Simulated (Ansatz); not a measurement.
Input

```
crystal:
  periodic: [false, false, false]
  atoms:
    - {symbol: N, position_ang: [-0.960350, -1.279464, -2.208282]}
    - {symbol: Al, position_ang: [-0.345653, -0.458687, -0.787960]}
    - {symbol: O, position_ang: [-0.131420, -1.315048, 0.639927]}
    - {symbol: Si, position_ang: [0.231292, -1.704960, 2.171993]}
    - {symbol: O, position_ang: [0.024666, 1.176739, -0.866435]}
    - {symbol: Si, position_ang: [0.500606, 2.677776, -0.477663]}
    - {symbol: H, position_ang: [-1.204281, -2.254584, -2.241923]}
    - {symbol: H, position_ang: [-1.117343, -0.839051, -3.098694]}
    - {symbol: H, position_ang: [-0.972574, -2.248893, 2.855497]}
    - {symbol: H, position_ang: [0.707831, -0.512655, 2.925299]}
    - {symbol: H, position_ang: [1.300860, -2.738534, 2.192877]}
    - {symbol: H, position_ang: [1.735200, 3.030007, -1.228988]}
    - {symbol: H, position_ang: [-0.566147, 3.653719, -0.826606]}
    - {symbol: H, position_ang: [0.784512, 2.784438, 0.979757]}
basis:
  gaussian: {orbitals: def2-TZVPP}
hamiltonian: {xc: pbe0, dispersion: d4}
output: {orbitals: {seedname: orbitals}}
```

Launched as:

```sh
ansatz run in.yaml --threads 4 --pin off --events-out ev --progress --plain --max-ram 11315MiB
```

Geometry: PBE0-D4/def2-TZVP.

Method: Ansatz, RKS PBE0-D4/def2-TZVPP.

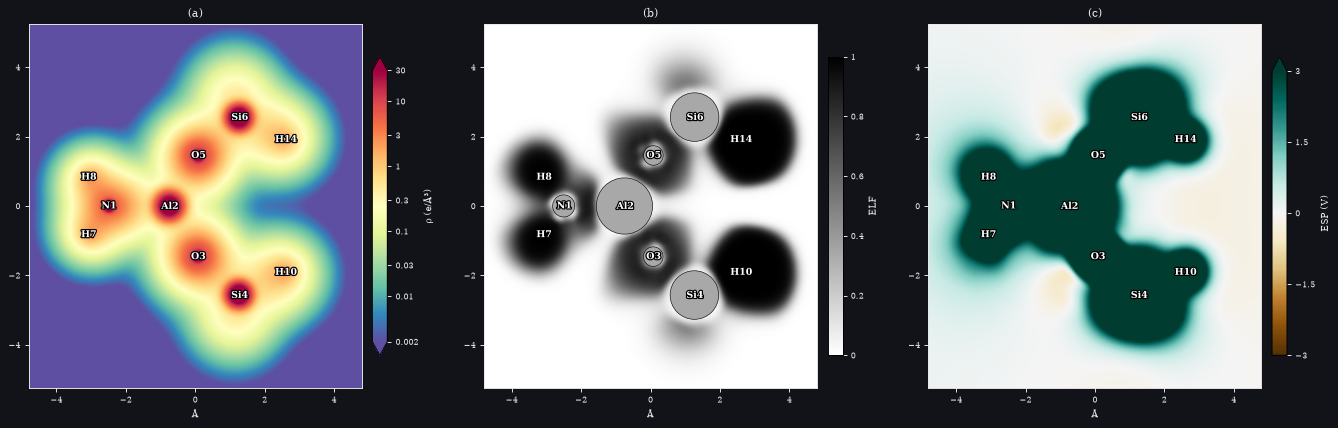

AlH$_{8}$NO$_{2}$Si$_{2}$ (SMILES [NH2][Al]([O][SiH3])[O][SiH3]). (a) total electron density; (b) ELF; (c) electrostatic potential on the plane of atoms Al2, O5 and Si6. Grey discs cover the atomic cores in the ELF map.

**Describe what can be read from this map.**

Atoms in the plane: N, Al, O, Si and H.
Si–O (1.62 Å): ρ at the midpoint is about 1.2 e/Å³; the ELF peaks at about 0.85 between the atoms, as expected for a polar covalent bond.
Al–O (1.68 Å): ρ is about 0.9 e/Å³ halfway; the ELF peaks at about 0.85 in the valence shell of O, 0.7 Å from its nucleus, and is about 0.45 at the midpoint.
Al–N (1.75 Å): ρ at the midpoint is about 0.9 e/Å³; the ELF peaks at about 0.90 in the valence shell of N, 0.7 Å from its nucleus, and is about 0.65 at the midpoint.
N–H (1.01 Å): the density is about 2.9 e/Å³ at the midpoint; the ELF climbs to about 1 towards the hydrogen, as it does in any bond to H: a covalent bond by its length.
Si–H (1.49 Å): ρ at the midpoint is about 0.82 e/Å³; the ELF climbs to about 1 towards the hydrogen.
The ELF also peaks beside O3 and O5, away from the bonds: lone-pair regions.
Outside the dense part of the molecule the potential is most negative (−0.6 V) near O5.
